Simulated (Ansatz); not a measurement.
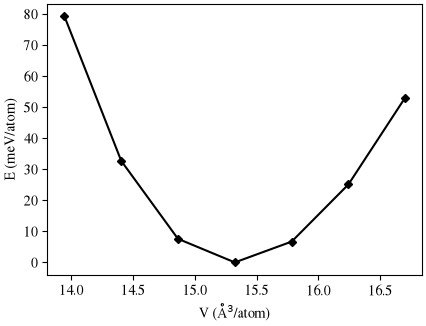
Figure. Pd (fcc (Cu type), Fm-3m) under volume change, DFT-PBE in the program Ansatz with PAW potentials, scaled uniformly.

What does a third-order Birch–Murnaghan fit give for V₀, B₀ and B′?

V₀ = 15.32 Å³/atom, B₀ = 166 GPa, B′ = 5.7.

The PBE relaxation kept the symmetry of its start. Magnetic state: ferromagnetic, the only order run, not a proven ground state. The cell computed holds one magnetic atom, so no antiferromagnetic order was within reach.

Potentials: the earlier of the program's two PAW sets.
